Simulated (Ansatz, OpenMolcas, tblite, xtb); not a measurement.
## C2H9NSi (SMILES CN(C)[SiH3]): methods side by side

C2H9NSi: 13 atoms, total charge 0, spin state singlet. SMILES: `CN(C)[SiH3]`. The coordinates come from a PBE0-D4/def2-TZVP relaxation.

Each level gives the HOMO–LUMO gap (eV). The values are calculated.

```json
{"level": "GFN2-xTB", "kind": "semi-empirical", "program": "xtb", "value (eV)": "5.06", "CPU time": "under 2 s"}
{"level": "GFN1-xTB", "kind": "semi-empirical", "program": "tblite", "value (eV)": "5.57", "CPU time": "under 2 s"}
{"level": "HF/6-31G* (spherical functions)", "kind": "Hartree–Fock", "program": "OpenMolcas", "value (eV)": "13.81", "CPU time": "16 s"}
{"level": "SVWN5/6-31G* (spherical functions)", "kind": "LDA", "program": "Ansatz", "value (eV)": "4.83", "CPU time": "2.4 s"}
{"level": "revPBE/6-31G* (spherical functions)", "kind": "GGA", "program": "OpenMolcas", "value (eV)": "5.14", "CPU time": "52 s"}
{"level": "r2SCAN/6-31G* (spherical functions)", "kind": "meta-GGA", "program": "OpenMolcas", "value (eV)": "5.76", "CPU time": "64 s"}
{"level": "B3LYP/6-31G* (spherical functions)", "kind": "global hybrid", "program": "OpenMolcas", "value (eV)": "6.84", "CPU time": "47 s"}
{"level": "CAM-B3LYP/6-31G* (spherical functions)", "kind": "range-separated hybrid", "program": "Ansatz", "value (eV)": "9.65", "CPU time": "5 s"}
{"level": "B2PLYP/6-31G* (spherical functions)", "kind": "double hybrid", "program": "OpenMolcas", "value (eV)": "9.71", "CPU time": "26 s"}
```

The values span 4.83 to 13.81 eV. Orbital gaps aren't excitation energies, and those of double hybrids come from the SCF part alone; they tend to grow with the share of exact exchange. Times are those of the runs behind each value, whatever else they computed, on shared processors of several kinds: orders of magnitude only.

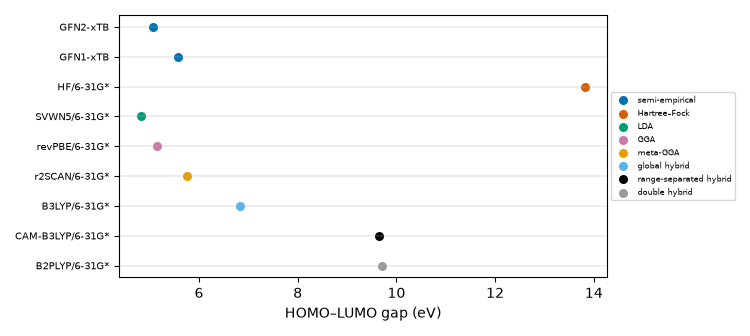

The values of the table, level by level.
